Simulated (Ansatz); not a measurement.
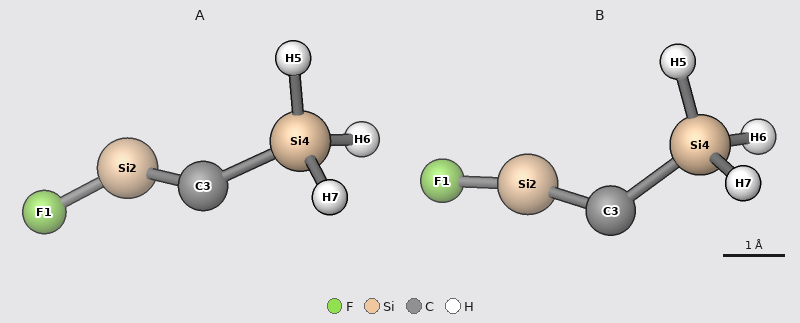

Two geometries of CH3FSi2, drawn at one scale. One is the start of a relaxation, the other its converged end. A ball-and-stick model, seen at a tilt.

Computed with RKS PBE0-D4/def2-TZVP (Ansatz 0.2.0). Set-up: force threshold 0.005 eV/Å; at most 200 steps.

Which geometry has the lower energy?

Structure A is the relaxed one. The atom that moves furthest after the best rigid fit is F1 (0.55 Å). Largest moves by element: F 0.55 Å, C 0.43 Å, Si 0.34 Å, H 0.33 Å. Among the contacts that change: C3–Si4 1.878 → 1.831 Å, Si2–C3 1.700 → 1.661 Å, F1–Si2 1.599 → 1.586 Å, Si4–H5 1.474 → 1.487 Å. Bond angles that change, for instance: F1–Si2–C3 166.4° → 134.8°, Si2–C3–Si4 127.4° → 139.0°, C3–Si4–H7 107.7° → 103.0°. Over 10 geometry steps the energy falls by 0.366 eV. Largest force component: 1.7 eV/Å at the start, 0.0018 eV/Å at the end. The run took 13 s on 2 threads of AMD EPYC 9R45 96-Core, on a shared host.
